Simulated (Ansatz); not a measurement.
**CH₃Ge (doublet): correlated methods under varied settings at twist about Ge1–C2 = 180.0°**

What do other methods and options give for CH₃Ge (doublet) at this geometry, and how long do they take?

Program: Ansatz 0.2.0, Gaussian basis. Level of theory: the settings change from run to run. These are calculated values, not measurements.

16 further runs of the same task are left out: 1 for a mislabelled method, 14 that didn't finish, 1 set aside as unsound or not needed.

## Step 1: The system

The geometry derives from a PBE0/def2-TZVP stationary point (not a proven minimum). One half is turned about the bond named; the halves are rigid. No spin-orbit coupling is included. The filled d shell of Ge may be among the frozen orbitals whatever the setting's name suggests; the logs give the count.

5 atoms, charge 0, spin multiplicity 2.

Atoms are counted from 1 here; the program's logs count them from 0.

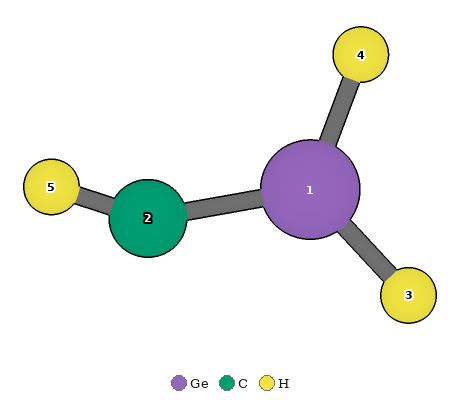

The geometry (germanium purple, carbon teal, hydrogen yellow); atoms are numbered from 1 in the order of the file.

## Step 2: MRCISD+Q(7,4)/STO-3G

in.yaml

```yaml
crystal:
  periodic: [false, false, false]
  atoms:
    - {symbol: Ge, position_ang: [0.000000, 0.020818, 0.251569]}
    - {symbol: C, position_ang: [0.000000, -0.081078, -1.495918]}
    - {symbol: H, position_ang: [0.000000, 1.347872, 1.010329]}
    - {symbol: H, position_ang: [0.000000, -1.241440, 1.101662]}
    - {symbol: H, position_ang: [0.000000, -0.640574, -2.416546]}
basis:
  gaussian: {orbitals: STO-3G}
magnetization: {spin_polarized: false, initial_magnetization: 1}
correlation: {method: fic_mrcisd_q, electrons: valence, active_space: {window: {electrons: 7, orbitals: 4}, states: [{multiplicity: 2, weights: [0.5, 1, 1]}]}}
scf: {lower_state_search: off}
```

Launch:

```console
> ansatz run in.yaml --threads 1 --pin off --events-out ev --progress --plain --max-ram 2393MiB
```

Log, cut to the lines that bear on the results:

```text
Functional definition: HF
  name "HF"
  cite "Fock, Z. Phys. 61, 126 (1930) doi:10.1007/BF01340294"
  parent pbe
[...]
364 factors; integrals over basis functions are off by at most 4.5e-8 eV
[...]
mean field -56891.88732683 eV, -2090.7382965548 hartree, gradient 8.1e-6 eV, S^2 0.750000; 0 other end points of the search recorded, 0 dependent functions left out
reference -56891.88732683 eV, -2090.7382965548 hartree; 21, 20 occupied and 5, 6 virtual orbitals, 364 factors
state -56891.25140094 eV, -2090.7149267093 hartree
state -56889.46288183 eV, -2090.6491998442 hartree
state -56883.19848314 eV, -2090.4189874386 hartree
contracted CI cycle   1: correlation 0.00000000 eV, 0.0000000000 hartree, residual 1.22e1 eV
contracted CI cycle   2: correlation -3.57150272 eV, -0.1312503042 hartree, residual 3.93e0 eV
contracted CI cycle   3: correlation -4.10383109 eV, -0.1508130107 hartree, residual 1.34e0 eV
contracted CI cycle   4: correlation -4.17009397 eV, -0.1532481268 hartree, residual 6.01e-1 eV
contracted CI cycle   5: correlation -4.18045806 eV, -0.1536290002 hartree, residual 2.30e-1 eV
contracted CI cycle   6: correlation -4.18162489 eV, -0.1536718804 hartree, residual 8.58e-2 eV
contracted CI cycle   7: correlation -4.18179070 eV, -0.1536779738 hartree, residual 3.06e-2 eV
contracted CI cycle   8: correlation -4.18181045 eV, -0.1536786993 hartree, residual 1.24e-2 eV
contracted CI cycle   9: correlation -4.18181346 eV, -0.1536788102 hartree, residual 4.00e-3 eV
[...]
contracted CI cycle  14: correlation -3.76176202 eV, -0.1382422043 hartree, residual 1.07e-1 eV
contracted CI cycle  15: correlation -3.76125000 eV, -0.1382233879 hartree, residual 7.08e-2 eV
contracted CI cycle  16: correlation -3.76134837 eV, -0.1382270031 hartree, residual 2.08e-2 eV
contracted CI cycle  17: correlation -3.76136003 eV, -0.1382274314 hartree, residual 8.65e-3 eV
contracted CI cycle  18: correlation -3.76136294 eV, -0.1382275385 hartree, residual 6.07e-3 eV
contracted CI cycle  19: correlation -3.76142221 eV, -0.1382297167 hartree, residual 1.72e-1 eV
contracted CI cycle  20: correlation -3.76135990 eV, -0.1382274266 hartree, residual 5.14e-3 eV
contracted CI cycle  21: correlation -3.76136073 eV, -0.1382274572 hartree, residual 2.28e-3 eV
contracted CI cycle  22: correlation -3.76136092 eV, -0.1382274643 hartree, residual 1.26e-3 eV
contracted CI cycle  23: correlation -3.76136099 eV, -0.1382274670 hartree, residual 9.35e-4 eV
contracted CI cycle  24: correlation -3.76136234 eV, -0.1382275165 hartree, residual 2.56e-2 eV
contracted CI cycle  25: correlation -3.76136092 eV, -0.1382274644 hartree, residual 8.11e-4 eV
contracted CI cycle  26: correlation -3.76136094 eV, -0.1382274650 hartree, residual 3.19e-4 eV
contracted CI cycle  27: correlation -3.76136094 eV, -0.1382274651 hartree, residual 1.68e-4 eV
state -56883.19848314 eV, -2090.4189874386 hartree; corrected -56887.69250545 eV, -2090.5841397123 hartree
WARN: 1 active orbitals are nearly empty or full. The corrections depend on them more than the energy does, and are more stable in an active space without them
Total energy: -56891.37527718 eV, -2090.7194790773 hartree
Checks for a lower state left out: stability, starts, cluster_reference, orbital_swaps, neighbouring_geometries, increment
```

It took 1.1 s on 1 thread of Arm Neoverse V1, shared host.

From the report: 3 determinants; active occupations (of the averaged states) 2.00, 1.80, 1.60, 1.60. The report marks this result as in doubt.

## Step 3: BCCD on UHF/cc-pVDZ

in.yaml

```yaml
crystal:
  periodic: [false, false, false]
  atoms:
    - {symbol: Ge, position_ang: [0.000000, 0.020818, 0.251569]}
    - {symbol: C, position_ang: [0.000000, -0.081078, -1.495918]}
    - {symbol: H, position_ang: [0.000000, 1.347872, 1.010329]}
    - {symbol: H, position_ang: [0.000000, -1.241440, 1.101662]}
    - {symbol: H, position_ang: [0.000000, -0.640574, -2.416546]}
basis:
  gaussian: {orbitals: cc-pVDZ}
magnetization: {spin_polarized: true, initial_magnetization: 1}
correlation: {method: bccd, electrons: outside_noble_gas}
output: {forces: true}
```

Launched as before.

Log, cut to the lines that bear on the results:

```text
Functional definition: HF
  name "HF"
  cite "Fock, Z. Phys. 61, 126 (1930) doi:10.1007/BF01340294"
  parent pbe
[...]
590 factors; integrals over basis functions are off by at most 1.0e-3 eV
[...]
mean field -57547.32127990 eV, -2114.8250500609 hartree, gradient 2.5e-6 eV, S^2 1.284089; 7 other end points of the search recorded, 0 dependent functions left out
determinant -57547.32127990 eV, -2114.8250500609 hartree, with singles and doubles -57553.50051175 eV, -2115.0521326429 hartree
determinant -57545.47410873 eV, -2114.7571677727 hartree, with singles and doubles -57551.79603732 eV, -2114.9894943629 hartree
determinant -57544.94256129 eV, -2114.7376337646 hartree, with singles and doubles -57550.62952920 eV, -2114.9466259802 hartree
15 core orbitals not correlated: weight in the atoms' cores, before any rotation towards them, 0.998 or more for the frozen orbitals, at most 0.001 for the correlated occupied ones
reference -57547.32127990 eV, -2114.8250500609 hartree; 6, 5 occupied and 35, 36 virtual orbitals, 590 factors
second order -4.91204467 eV of doubles, -0.00000000 eV of singles
cycle   1  -6.20286765 eV  change   -2.4e-2 eV  update   4.2e-2
[...]
cycle  15  -6.19139504 eV  change   -1.5e-6 eV  update   1.1e-6
[...]
Total energy: -57553.51267494 eV, -2115.0525796320 hartree
Atom 0 at     0.000000     0.020818     0.251569 Å, force    -0.000000     0.088836     0.826362 eV/Å
Atom 1 at     0.000000    -0.081078    -1.495918 Å, force     0.000000     0.355553    -0.542921 eV/Å
Atom 2 at     0.000000     1.347872     1.010329 Å, force     0.000000     0.028385    -0.057242 eV/Å
Atom 3 at     0.000000    -1.241440     1.101662 Å, force    -0.000000    -0.188268     0.215853 eV/Å
Atom 4 at     0.000000    -0.640574    -2.416546 Å, force     0.000000    -0.284507    -0.442053 eV/Å
Dipole moment:    -0.000000    -0.056166     0.144407 e Å
```

It took 15 s on 1 thread of Arm Neoverse V1, shared host.

From the report: ⟨S²⟩ of the determinant 1.284 (pure doublet: 0.75); correlation -6.1914 eV; largest double amplitude 0.16. The determinant is far from a pure spin state, so its energy mixes those of several spin states (harmless only where they are near-degenerate, as at dissociation).

## Step 4: CASSCF(5,3)/cc-pVDZ

in.yaml, as its differences from that of step 3:

```diff
@@ -9,5 +9,4 @@
 basis:
-  gaussian: {orbitals: cc-pVDZ}
-magnetization: {spin_polarized: true, initial_magnetization: 1}
-correlation: {method: bccd, electrons: outside_noble_gas}
-output: {forces: true}
+  gaussian: {orbitals: cc-pVDZ, fitting: {mean_field: def2-universal-jkfit}}
+magnetization: {spin_polarized: false, initial_magnetization: 1}
+correlation: {active_space: {window: {electrons: 5, orbitals: 3}}}
```

Launched as before.

Log:

```text
Functional definition: HF
  name "HF"
  cite "Fock, Z. Phys. 61, 126 (1930) doi:10.1007/BF01340294"
  parent pbe
  exchange = exact_x
  correlation = 0
395 factors; integrals over basis functions are off by at most 3.5e-1 eV
mean field evaluation 1: about -57544.9036 eV, gradient 2.0e1 eV
mean field evaluation 2: about -57546.0316 eV, gradient 1.4e1 eV
mean field evaluation 4: about -57546.8007 eV, gradient 5.4e-1 eV
mean field evaluation 8: about -57544.6908 eV, gradient 1.4e1 eV
mean field evaluation 16: about -57546.3262 eV, gradient 6.0e0 eV
mean field -57546.80504869 eV, -2114.8060789138 hartree, gradient 2.5e-6 eV, S^2 0.750000; 5 other end points of the search recorded, 0 dependent functions left out
reference -57546.80504869 eV, -2114.8060789138 hartree; 21, 20 occupied and 35, 36 virtual orbitals, 395 factors
state -57546.80504869 eV, -2114.8060789138 hartree
Total energy: -57546.80504869 eV, -2114.8060789138 hartree
```

Wall time 1.7 s (1 thread of Arm Neoverse V1, shared host).

From the report: 3 determinants; active occupations 2.00, 2.00, 1.00. With so small a space the active step adds no correlation: the energy is the mean field's.

## Step 5: NEVPT4(SD)(5,7)/STO-3G

in.yaml, as its differences from that of step 4:

```diff
@@ -9,4 +9,5 @@
 basis:
-  gaussian: {orbitals: cc-pVDZ, fitting: {mean_field: def2-universal-jkfit}}
+  gaussian: {orbitals: STO-3G}
 magnetization: {spin_polarized: false, initial_magnetization: 1}
-correlation: {active_space: {window: {electrons: 5, orbitals: 3}}}
+hamiltonian: {pseudopotentials: {relativity: none}}
+correlation: {method: fic_nevpt4_sd, electrons: outside_noble_gas, active_space: {window: {electrons: 5, orbitals: 7}}}
```

The command is unchanged.

Log, cut to the lines that bear on the results:

```text
Functional definition: HF
  name "HF"
  cite "Fock, Z. Phys. 61, 126 (1930) doi:10.1007/BF01340294"
  parent pbe
[...]
283 factors; integrals over basis functions are off by at most 3.5e-5 eV
[...]
mean field -56891.88724631 eV, -2090.7382935955 hartree, gradient 7.1e-6 eV, S^2 0.750000; 0 other end points of the search recorded, 0 dependent functions left out
reference -56891.88724631 eV, -2090.7382935955 hartree; 21, 20 occupied and 5, 6 virtual orbitals, 283 factors
state -56894.15473150 eV, -2090.8216221396 hartree
state -56894.15473150 eV, -2090.8216221396 hartree; corrected -56895.71571630 eV, -2090.8789872726 hartree
state -56893.86981709 eV, -2090.8111517281 hartree
state -56893.86981709 eV, -2090.8111517281 hartree; corrected -56895.73129372 eV, -2090.8795597324 hartree
state -56893.86981709 eV, -2090.8111517281 hartree; corrected -56895.73129372 eV, -2090.8795597324 hartree
the orbitals are reached from a further start. From the first start the search ends at -56894.15440872 eV, -2090.8216102776 hartree
WARN: the results are in doubt because another end's mean lies 0.285 eV lower, and its corrected mean 0.016 eV higher
Total energy: -56895.73129372 eV, -2090.8795597324 hartree
In doubt: another end's mean lies 0.285 eV lower, and its corrected mean 0.016 eV higher
```

Wall time 4.8 s (1 thread of Arm Neoverse V1, shared host).

From the report: 365 determinants; active occupations 1.97, 1.80, 1.00, 0.20, 0.03, 0.00, 0.00. The program marks this result as in doubt; its last lines say why.

## Step 6: All runs side by side

Where basis and cores are those of an earlier RCCSDT(Q)/cc-pVDZ run (-57553.8297 eV), and the state is the same kind, the miss against it is given. † marks a result that the program doubts.

| level | correlated | functions | energy (eV) | from RCCSDT(Q) (meV) | time |
| --- | --- | --- | --- | --- | --- |
| MRCISD+Q(7,4)/STO-3G (mean of several states) † | valence | 26 | -56891.3753 |  | 1.1 s |
| BCCD on UHF/cc-pVDZ | outside noble gas | 56 | -57553.5127 | 317.0 | 15 s |
| CASSCF(5,3)/cc-pVDZ |  | 56 | -57546.8050 | 7024.6 | 1.7 s |
| NEVPT4(SD)(5,7)/STO-3G † | outside noble gas | 26 | -56895.7313 |  | 4.8 s |

## Step 7: Summary of results

| quantity | value |
| --- | --- |
| runs | 4 |
| quickest | MRCISD+Q(7,4)/STO-3G (mean of several states) †, 1.1 s |
| slowest | BCCD on UHF/cc-pVDZ, 15 s |

Total energies in different bases, with other cores or another treatment of relativity can't be set against each other. BCCD on UHF/cc-pVDZ took 13 times as long as MRCISD+Q(7,4)/STO-3G (mean of several states) †; the jobs differ in more than the method. Hartree-Fock, CASSCF and CASCI lack dynamic correlation by design.
